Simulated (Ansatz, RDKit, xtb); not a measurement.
# C3H8Ge2S: ranking a sample of isomers, part 2 of 2

Which of a sample of isomers of C3H8Ge2S is the most stable in the gas at 298.15 K, and what are its properties? The sample is small against all isomers, and the most stable one of this formula need not be in it.

xtb, Ansatz and PySCF; isolated molecules.

## Step 7: Are they minima? Harmonic frequencies

The lowest few in one piece go on as finalists. In this search the thermal terms come from GFN2-xTB at its own nearest minimum. The first, c385a:

start.xyz reads:

```xyz
14
c385a
C     -0.411861     2.376056     0.777653
C      0.151315     2.303077    -0.439943
C     -1.298774     1.328518     1.363915
Ge    -0.081966     0.750062    -1.567355
Ge    -0.323779    -0.370006     1.632208
S      0.397279    -1.081989    -0.355582
H     -0.185533     3.240186     1.416041
H      0.814415     3.108654    -0.771280
H      0.894698     0.751608    -2.753304
H     -1.532405     0.627925    -2.077909
H      0.878129    -0.150687     2.571112
H     -1.264904    -1.441608     2.215587
H     -1.725249     1.639032     2.328466
H     -2.141605     1.083213     0.695277
```

Run with:

```bash
$ xtb start.xyz --gfn 2 --ohess tight
```

What it wrote (excerpt; [...] marks lines left out):

```text
* xtb version 6.7.1
[...]
          :  # basis functions                  50          :
[...]
          :  # electrons                        34          :
[...]
          :  Hamiltonian                  GFN2-xTB          :
[...]
          :  net charge                          0          :
          :  unpaired electrons                  0          :
[...]
   *** convergence criteria satisfied after 15 iterations ***
[...]
   *** GEOMETRY OPTIMIZATION CONVERGED AFTER 12 ITERATIONS ***
[...]
   *** convergence criteria satisfied after 3 iterations ***
[...]
         ::                     SUMMARY                     ::
         :::::::::::::::::::::::::::::::::::::::::::::::::::::
         :: total energy             -17.608981041996 Eh    ::
         :: gradient norm              0.000153524394 Eh/a0 ::
         :: HOMO-LUMO gap              3.540077230940 eV    ::
         ::.................................................::
         :: SCC energy               -17.789082095341 Eh    ::
         :: -> isotropic ES           -0.000285276268 Eh    ::
         :: -> anisotropic ES          0.001118510306 Eh    ::
         :: -> anisotropic XC          0.009718262093 Eh    ::
         :: -> dispersion             -0.012957942309 Eh    ::
         :: repulsion energy           0.180101053345 Eh    ::
         :: add. restraining           0.000000000000 Eh    ::
         :: total charge              -0.000000000000 e     ::
         :::::::::::::::::::::::::::::::::::::::::::::::::::::
[...]
        17        2.0000           -0.3744137             -10.1883 (HOMO)
        18                         -0.2443183              -6.6482 (LUMO)
[...]
molecular dipole:
                 x           y           z       tot (Debye)
 q only:       -0.459       0.712       0.321
   full:       -0.593       1.151       0.491       3.519
molecular quadrupole (traceless):
[...]
          | TOTAL ENERGY              -17.608981042009 Eh   |
          | TOTAL ENTHALPY            -17.510331413144 Eh   |
          | TOTAL FREE ENERGY         -17.554953292948 Eh   |
          | GRADIENT NORM               0.000153548960 Eh/α |
[...]
```

Wall time 0.29 s (4 threads of Arm Neoverse V1, shared host).

## Step 8: Zero-point energy and free-energy terms

As xtb prints them, at 298.15 K, with its own treatment of low modes:

| label | SMILES | spin | lowest mode (cm⁻¹) | zero-point (kcal/mol) | G − E (kcal/mol) |
| --- | --- | --- | --- | --- | --- |
| c385a | C1=[CH][GeH2][S][GeH2][CH2]1 | singlet | 51 | 55.7 | 33.9 |
| c147a | C=[C]1[CH2][GeH2][S][GeH2]1 | singlet | 43 | 55.3 | 33.3 |
| c538a | CC#[C][GeH2][S][GeH3] | singlet | 17i | 52.7 | 28.1 |

c538a keeps an imaginary mode, a small one that points to a nearly free motion; the harmonic terms are rough for it.

## Step 9: The final energy

Each finalist gets a single point at CCSD(T)/def2-SVP + MP2/def2-TZVPP - MP2/def2-SVP.

c385a, CCSD(T)/def2-SVP:

input.yaml reads:

```yaml
crystal:
  periodic: [false, false, false]
  atoms:
    - symbol: C
      position_ang: [-0.411861, 2.376056, 0.777653]
    - symbol: C
      position_ang: [0.151315, 2.303077, -0.439943]
    - symbol: C
      position_ang: [-1.298774, 1.328518, 1.363915]
    - symbol: Ge
      position_ang: [-0.081966, 0.750062, -1.567355]
    - symbol: Ge
      position_ang: [-0.323779, -0.370006, 1.632208]
    - symbol: S
      position_ang: [0.397279, -1.081989, -0.355582]
    - symbol: H
      position_ang: [-0.185533, 3.240186, 1.416041]
    - symbol: H
      position_ang: [0.814415, 3.108654, -0.771280]
    - symbol: H
      position_ang: [0.894698, 0.751608, -2.753304]
    - symbol: H
      position_ang: [-1.532405, 0.627925, -2.077909]
    - symbol: H
      position_ang: [0.878129, -0.150687, 2.571112]
    - symbol: H
      position_ang: [-1.264904, -1.441608, 2.215587]
    - symbol: H
      position_ang: [-1.725249, 1.639032, 2.328466]
    - symbol: H
      position_ang: [-2.141605, 1.083213, 0.695277]
basis:
  gaussian: {orbitals: def2-SVP}
correlation: {method: ccsd_t, frozen_orbitals: {Ge: 9, S: 5, H: 0, C: 1}}
```

Run with:

```bash
$ ansatz run input.yaml --threads 4 --pin off --max-ram 7830MiB --events-out events.jsonl --progress --plain --runs-dir runs
```

What it wrote (excerpt; [...] marks lines left out):

```text
Warning: RAYON_NUM_THREADS=4 ignored (pool sized by the plan → 4); use --threads N
Functional definition: HF
  name "HF"
[...]
1641 factors; integrals over basis functions are off by at most 1.4e-3 eV
[...]
mean field -126963.34338523 eV, -4665.8168105623 hartree, gradient 3.4e-6 eV, S^2 0.000000; 0 other end points of the search recorded, 0 dependent functions left out
26 core orbitals not correlated: weight in the atoms' cores, before any rotation towards them, 1.000 or more for the frozen orbitals, at most 0.000 for the correlated occupied ones
reference -126963.34338523 eV, -4665.8168105623 hartree; 27, 27 occupied and 111, 111 virtual orbitals, 1641 factors
second order -26.97861432 eV of doubles, -0.00000000 eV of singles
cycle   1  -27.26153746 eV  change   -2.8e-1 eV  update   1.3e-1
[...]
cycle   9  -28.26320692 eV  change    2.2e-6 eV  update   2.6e-5
perturbative correction -1.00716681 eV, -0.0370126975 hartree
Total energy: -126992.61375896 eV, -4666.8924769565 hartree
```

Run time: 73 s. Hardware: 4 threads of Arm Neoverse V1, shared host; peak memory 1.6 GiB.

## Step 10: c385a at MP2/def2-TZVPP

input.yaml reads:

```yaml
crystal:
  periodic: [false, false, false]
  atoms:
    - {symbol: C, position_ang: [-0.411861, 2.376056, 0.777653]}
    - {symbol: C, position_ang: [0.151315, 2.303077, -0.439943]}
    - {symbol: C, position_ang: [-1.298774, 1.328518, 1.363915]}
    - {symbol: Ge, position_ang: [-0.081966, 0.750062, -1.567355]}
    - {symbol: Ge, position_ang: [-0.323779, -0.370006, 1.632208]}
    - {symbol: S, position_ang: [0.397279, -1.081989, -0.355582]}
    - {symbol: H, position_ang: [-0.185533, 3.240186, 1.416041]}
    - {symbol: H, position_ang: [0.814415, 3.108654, -0.771280]}
    - {symbol: H, position_ang: [0.894698, 0.751608, -2.753304]}
    - {symbol: H, position_ang: [-1.532405, 0.627925, -2.077909]}
    - {symbol: H, position_ang: [0.878129, -0.150687, 2.571112]}
    - {symbol: H, position_ang: [-1.264904, -1.441608, 2.215587]}
    - {symbol: H, position_ang: [-1.725249, 1.639032, 2.328466]}
    - {symbol: H, position_ang: [-2.141605, 1.083213, 0.695277]}
basis:
  gaussian:
    orbitals: def2-TZVPP
correlation:
  method: mp2
  frozen_orbitals: {Ge: 9, S: 5, H: 0, C: 1}
```

Run with:

```bash
$ ansatz run input.yaml --threads 4 --pin off --max-ram 7830MiB --events-out events.jsonl --progress --plain --runs-dir runs
```

What it wrote:

```text
Warning: RAYON_NUM_THREADS=4 ignored (pool sized by the plan → 4); use --threads N
Functional definition: HF
  name "HF"
  exchange = exact_x
  correlation = 0
2071 factors; integrals over basis functions are off by at most 8.1e-4 eV
mean field evaluation 1: about -126980.6631 eV, gradient 3.6e1 eV
mean field evaluation 2: about -126980.9600 eV, gradient 3.6e1 eV
mean field evaluation 4: about -126984.9063 eV, gradient 4.9e0 eV
mean field evaluation 8: about -126984.9818 eV, gradient 2.7e-1 eV
mean field -126984.98241217 eV, -4666.6120301346 hartree, gradient 3.1e-6 eV, S^2 0.000000; 0 other end points of the search recorded, 0 dependent functions left out
26 core orbitals not correlated: weight in the atoms' cores, before any rotation towards them, 1.000 or more for the frozen orbitals, at most 0.000 for the correlated occupied ones
reference -126984.98241217 eV, -4666.6120301346 hartree; 27, 27 occupied and 290, 290 virtual orbitals, 2071 factors
second order -32.10075675 eV of doubles, -0.00000000 eV of singles
Total energy: -127017.08316892 eV, -4667.7917111865 hartree
```

Wall time 16 s (4 threads of Arm Neoverse V1, shared host); peak memory 1.4 GiB.

## Step 11: c147a at CCSD(T)/def2-SVP

input.yaml reads:

```yaml
crystal:
  periodic: [false, false, false]
  atoms:
    - {symbol: C, position_ang: [0.867232, 2.299062, -0.662363]}
    - {symbol: C, position_ang: [-0.146348, 1.546115, -0.217729]}
    - {symbol: C, position_ang: [-0.200256, 0.054189, -0.314906]}
    - {symbol: Ge, position_ang: [-0.494661, -0.663272, 1.499804]}
    - {symbol: Ge, position_ang: [-1.618041, 2.327738, 0.804395]}
    - {symbol: S, position_ang: [-1.976701, 0.771090, 2.377697]}
    - {symbol: H, position_ang: [0.892256, 3.383552, -0.518817]}
    - {symbol: H, position_ang: [1.720432, 1.856035, -1.190685]}
    - {symbol: H, position_ang: [0.712329, -0.370764, -0.762876]}
    - {symbol: H, position_ang: [-1.065259, -0.277390, -0.915051]}
    - {symbol: H, position_ang: [0.809602, -0.656539, 2.320097]}
    - {symbol: H, position_ang: [-1.111804, -2.073458, 1.494399]}
    - {symbol: H, position_ang: [-2.906514, 2.496906, -0.024350]}
    - {symbol: H, position_ang: [-1.220246, 3.672610, 1.436377]}
basis:
  gaussian:
    orbitals: def2-SVP
correlation:
  method: ccsd_t
  frozen_orbitals: {Ge: 9, S: 5, H: 0, C: 1}
```

Run with:

```bash
$ ansatz run input.yaml --threads 4 --pin off --max-ram 7830MiB --events-out events.jsonl --progress --plain --runs-dir runs
```

What it wrote (excerpt; [...] marks lines left out):

```text
Warning: RAYON_NUM_THREADS=4 ignored (pool sized by the plan → 4); use --threads N
Functional definition: HF
  name "HF"
[...]
1635 factors; integrals over basis functions are off by at most 1.6e-3 eV
[...]
mean field -126963.29696886 eV, -4665.8151047921 hartree, gradient 3.6e-6 eV, S^2 0.000000; 0 other end points of the search recorded, 0 dependent functions left out
26 core orbitals not correlated: weight in the atoms' cores, before any rotation towards them, 1.000 or more for the frozen orbitals, at most 0.000 for the correlated occupied ones
reference -126963.29696886 eV, -4665.8151047921 hartree; 27, 27 occupied and 111, 111 virtual orbitals, 1635 factors
second order -26.97895215 eV of doubles, -0.00000000 eV of singles
cycle   1  -27.24651618 eV  change   -2.7e-1 eV  update   1.3e-1
[...]
cycle   8  -28.25932508 eV  change   -5.4e-5 eV  update   5.2e-5
perturbative correction -1.00735391 eV, -0.0370195735 hartree
Total energy: -126992.56364785 eV, -4666.8906354073 hartree
```

It took 70 s on 4 threads of Arm Neoverse V1, shared host; peak memory 1.6 GiB.

## Step 12: The ranking

Energies in kcal/mol from c385a; G adds the thermal terms to the CCSD(T)/def2-SVP + MP2/def2-TZVPP - MP2/def2-SVP energy. The columns left of the relaxed level are at the tight-binding geometries.

```csv
label,SMILES,spin,GFN2-xTB,HF/STO-3G,r2SCAN-D4/def2-SVP,PBE0-D3(BJ)/def2-SVP,HF/def2-SVP,MP2/def2-SVP,CCSD(T)/def2-SVP + MP2/def2-TZVPP - MP2/def2-SVP,G,share at equilibrium,T1
c385a,C1=[CH][GeH2][S][GeH2][CH2]1,singlet,0.0,0.0,0.0,0.0,0.0,0.0,0.0,0.0,65.6 %,0.011
c147a,C=[C]1[CH2][GeH2][S][GeH2]1,singlet,1.9,2.9,1.6,1.5,1.1,1.1,1.0,0.4,34.4 %,0.011
c538a,CC#[C][GeH2][S][GeH3],singlet,20.0,30.2,33.2,35.2,23.2,27.5,29.5,23.7,< 0.1 %,0.011
```

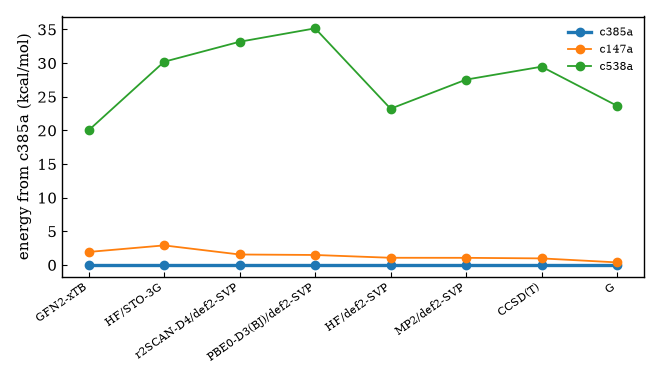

The finalists at each level, measured from c385a.

Lowest found: c385a, `C1=[CH][GeH2][S][GeH2][CH2]1`, a singlet. Bond lengths: C1–C2 1.344 Å, C1–C3 1.493 Å, C2–Ge4 1.933 Å, C3–Ge5 1.977 Å, Ge4–S6 2.248 Å, Ge5–S6 2.231 Å, C1–H7 1.098 Å, C2–H8 1.095 Å, Ge4–H9 1.536 Å, Ge4–H10 1.543 Å, Ge5–H11 1.541 Å, Ge5–H12 1.541 Å, C3–H13 1.099 Å, C3–H14 1.103 Å. Some angles: C1–C2–Ge4 121.4°, C2–C1–C3 124.5°, C1–C3–Ge5 111.3°, C2–Ge4–S6 108.3°, C3–Ge5–S6 108.2°, Ge4–S6–Ge5 98.7°, C1–C2–H8 119.2°, Ge4–C2–H8 119.2°, C2–C1–H7 118.9°, C3–C1–H7 116.5°.

```xyz
14

C    -0.4119    2.3761    0.7777
C     0.1513    2.3031   -0.4399
C    -1.2988    1.3285    1.3639
Ge   -0.0820    0.7501   -1.5674
Ge   -0.3238   -0.3700    1.6322
S     0.3973   -1.0820   -0.3556
H    -0.1855    3.2402    1.4160
H     0.8144    3.1087   -0.7713
H     0.8947    0.7516   -2.7533
H    -1.5324    0.6279   -2.0779
H     0.8781   -0.1507    2.5711
H    -1.2649   -1.4416    2.2156
H    -1.7252    1.6390    2.3285
H    -2.1416    1.0832    0.6953
```

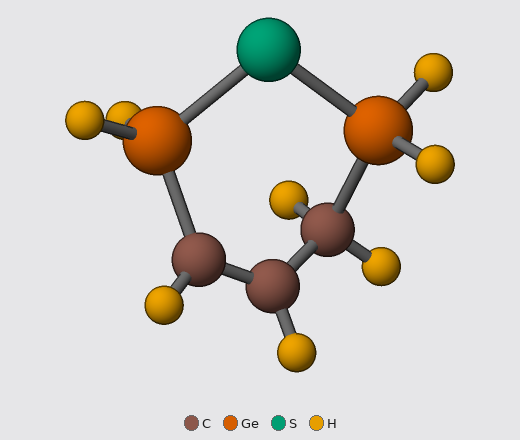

The lowest structure found, seen from a chosen angle (carbon brown, germanium orange, sulfur teal, hydrogen amber).

## Step 13: What came out

The summary covers parts 1 to 2.

```
                                 quantity                                                                  value
                   lowest structure found                                  C1=[CH][GeH2][S][GeH2][CH2]1, singlet
                            next finalist         C=[C]1[CH2][GeH2][S][GeH2]1, singlet, 0.4 kcal/mol higher in G
share at equilibrium, among the finalists                                                                 65.6 %
                                   funnel  5 starts, 5 minima at GFN2-xTB, 8 screening runs, 3 relaxed, 3 ranked
                     CPU time of all runs                                                                 35 min
```

`C1=[CH][GeH2][S][GeH2][CH2]1` comes out lowest. Its margin of 0.4 kcal/mol is inside the likely error of CCSD(T)/def2-SVP + MP2/def2-TZVPP - MP2/def2-SVP with harmonic terms (about 1.5 kcal/mol), so the order of the first two is not settled. GFN2-xTB, HF/STO-3G, r2SCAN-D4/def2-SVP, PBE0-D3(BJ)/def2-SVP, HF/def2-SVP and MP2/def2-SVP already put its bonding pattern lowest among the structures in one piece. The largest share of the time went into the final energies (49 %). The search is not exhaustive (a finite list of starts, one conformer a finalist), so a lower isomer can't be ruled out. Only 4 drawn patterns were tried, so whole families of isomers are missing, and the result ranks this sample alone.
